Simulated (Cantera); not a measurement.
Charge: 1 mol PbO, 21 mol H2, 0.14 mol H2O, held at 590000 Pa.

Cantera equilibrium calculation (NASA polynomials, part measured and part estimated; ideal gas, pure solids and liquids). Candidate condensed phases: H2O, Pb, PbO, PbO2, Pb3O4; 12 gas species. Rates play no part.

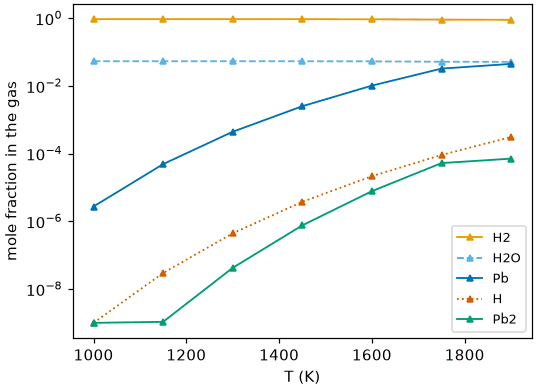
Fig. 1. Equilibrium gas composition (values under 1e-9 drawn at 1e-9)

From 1000 K to 1750 K the condensed part is Pb(l). At 1900 K nothing is condensed. The main Pb-bearing gas is Pb throughout. The share of Pb in condensed phases is highest at 1000 K (100.0 %) and lowest at 1900 K (0.0 %).
